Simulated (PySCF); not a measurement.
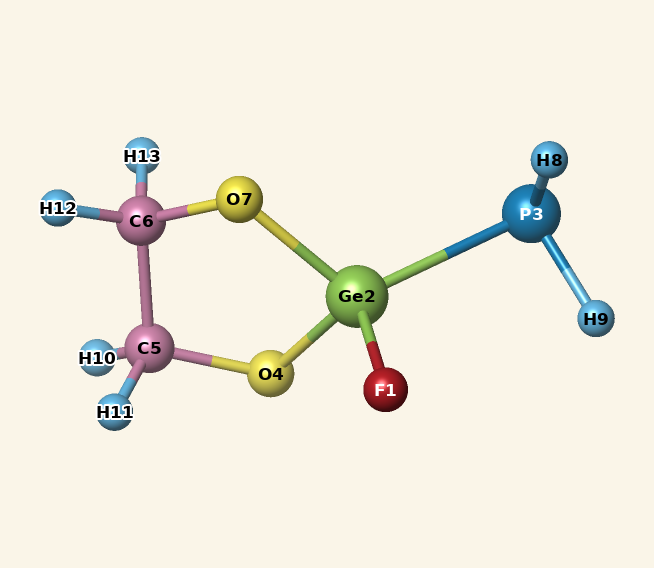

The geometry was computed by an optimisation with PBE0-D3(BJ)/def2-SVP. No frequency run is at hand to confirm it as a minimum. Method: TDDFT B3LYP/def2-SVPD, vertical, gas phase, core orbitals frozen in the response (PySCF 2.14.0), and the same with a continuum solvent (IEF-PCM, Bondi radii x 1.2, gas-phase geometry).

How do dipole (D), HOMO–LUMO gap (eV), lowest singlet (eV) change in tetrahydrofuran (ε = 7.4), dichloromethane (ε = 8.9)?

| medium | dipole (D) | HOMO–LUMO gap (eV) | lowest singlet (eV) |
| --- | --- | --- | --- |
| gas phase | 1.84 | 6.79 | 5.82 |
| tetrahydrofuran | 2.25 | 6.87 | 5.90 |
| dichloromethane | 2.27 | 6.87 | 5.90 |
